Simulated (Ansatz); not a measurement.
**AlOF2 (SMILES [O][Al]([F])[F]) at UCCSD/STO-3G**

What is the energy change on altering one bond length of AlOF2 at UCCSD/STO-3G? 

The calculation is run with Ansatz 0.2.0.

61 further runs of the same task are left out: 15 that didn't finish, 46 set aside as unsound or not needed.

## 1. The molecule

AlOF2 has 4 atoms, charge 0, and is taken as a doublet. SMILES: `[O][Al]([F])[F]`. The shape is that of a PBE0-D4/def2-TZVP optimisation.

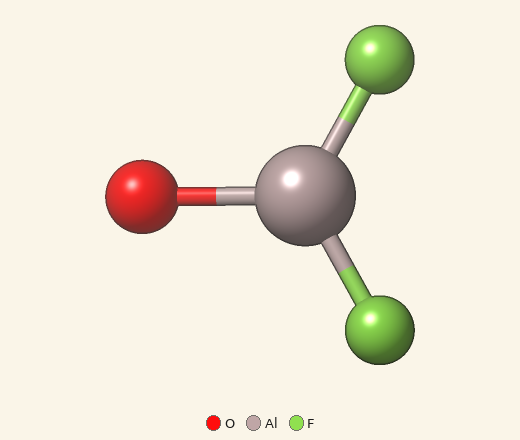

Viewed from a chosen angle; oxygen red, aluminium light grey, fluorine green.

## 2. The energy at UCCSD/STO-3G

Contents of molecule.yaml:

```yaml
crystal:
  periodic: [false, false, false]
  atoms:
    - {symbol: O, position_ang: [0.682900, -0.910900, 1.260000]}
    - {symbol: Al, position_ang: [-0.000600, 0.004300, -0.032400]}
    - {symbol: F, position_ang: [-1.477200, -0.401600, -0.592500]}
    - {symbol: F, position_ang: [0.850400, 1.247900, -0.655300]}
basis:
  gaussian: {orbitals: STO-3G}
magnetization: {spin_polarized: true, initial_magnetization: 1}
correlation: {method: ccsd, frozen_orbitals: {Al: 5, F: 1, O: 1}}
accuracy: high
scf: {omitted_lower_state_checks: [cluster_reference, increment]}
```

Run with:

```sh
$ ansatz run molecule.yaml --threads 1 --pin off --max-ram 2610MiB --events-out events.jsonl --progress --plain --runs-dir runs
```

Output, cut to the lines that bear on the results:

```text
Warning: RAYON_NUM_THREADS=1 ignored (pool sized by the plan → 1); use --threads N
Functional definition: HF
  name "HF"
[...]
447 factors; integrals over basis functions are off by at most 2.6e-8 eV
[...]
mean field -13851.19911574 eV, -509.0221788234 hartree, gradient 3.6e-8 eV, S^2 0.755758; 5 other end points of the search recorded, 0 dependent functions left out
8 core orbitals not correlated: weight in the atoms' cores, before any rotation towards them, 1.000 or more for the frozen orbitals, at most 0.000 for the correlated occupied ones
reference -13851.19911574 eV, -509.0221788234 hartree; 12, 11 occupied and 4, 5 virtual orbitals, 447 factors
second order -1.85911659 eV of doubles, -0.00000000 eV of singles
cycle   1  -1.99770448 eV  change   -1.4e-1 eV  update   8.5e-2
[...]
cycle  26  -2.25775107 eV  change   3.4e-10 eV  update  7.3e-10
Total energy: -13853.45686680 eV, -509.1051496447 hartree
Checks for a lower state left out: cluster_reference, increment
```

Wall time 0.44 s (1 thread of Arm Neoverse V2, shared host).

## 3. The distorted shape

Contents of run.yaml:

```yaml
crystal:
  periodic: [false, false, false]
  atoms:
    - {symbol: O, position_ang: [0.470154, -1.221794, 1.415722]}
    - {symbol: Al, position_ang: [-0.213346, -0.306594, 0.123322]}
    - {symbol: F, position_ang: [-1.689946, -0.712494, -0.436778]}
    - {symbol: F, position_ang: [0.850400, 1.247900, -0.655300]}
basis:
  gaussian:
    orbitals: STO-3G
magnetization:
  spin_polarized: true
  initial_magnetization: 1
correlation:
  method: ccsd
  frozen_orbitals: {Al: 5, F: 1, O: 1}
accuracy: high
scf:
  omitted_lower_state_checks: [cluster_reference, increment]
```

Run with:

```sh
$ ansatz run run.yaml --threads 1 --pin off --max-ram 2610MiB --events-out events.jsonl --progress --plain --runs-dir runs
```

Output, cut to the lines that bear on the results:

```text
Warning: RAYON_NUM_THREADS=1 ignored (pool sized by the plan → 1); use --threads N
Functional definition: HF
  name "HF"
[...]
435 factors; integrals over basis functions are off by at most 3.2e-8 eV
[...]
mean field -13848.97884430 eV, -508.9405853529 hartree, gradient 4.7e-8 eV, S^2 0.864751; 6 other end points of the search recorded, 0 dependent functions left out
8 core orbitals not correlated: weight in the atoms' cores, before any rotation towards them, 1.000 or more for the frozen orbitals, at most 0.000 for the correlated occupied ones
reference -13848.97884430 eV, -508.9405853529 hartree; 12, 11 occupied and 4, 5 virtual orbitals, 435 factors
second order -1.97045465 eV of doubles, -0.00000000 eV of singles
cycle   1  -2.25108538 eV  change   -2.8e-1 eV  update   1.0e-1
[...]
cycle  37  -2.81788931 eV  change   1.6e-10 eV  update   2.7e-9
Total energy: -13851.79673360 eV, -509.0441408749 hartree
Checks for a lower state left out: cluster_reference, increment
```

Run time: 0.68 s. Hardware: 1 thread of Arm Neoverse V2, shared host.

## 4. Results

Level: UCCSD/STO-3G, 8 core orbitals frozen.

```
                                                          quantity          value
                                         first shape: total energy  -509.10515 Eh
          first shape: correlation energy (8 core orbitals frozen)      -83.0 mEh
                    first shape: ⟨S²⟩ of the reference determinant          0.756
                                        first shape: T1 diagnostic          0.016
                                     distorted shape: total energy  -509.04414 Eh
      distorted shape: correlation energy (8 core orbitals frozen)     -103.6 mEh
                distorted shape: ⟨S²⟩ of the reference determinant          0.865
                                    distorted shape: T1 diagnostic          0.032
energy change with the Al2–F4 bond stretched from 1.631 to 2.038 Å       1.660 eV
```

With the Al2–F4 bond stretched from 1.631 to 2.038 Å the energy rises by 1.66 eV (38 kcal/mol). The first shape isn't relaxed at this level, so the change isn't measured from a minimum. The minimal basis adds a large error of its own. ⟨S²⟩ (distorted shape) is 0.86 where a pure doublet has 0.75: the reference is spin-contaminated.
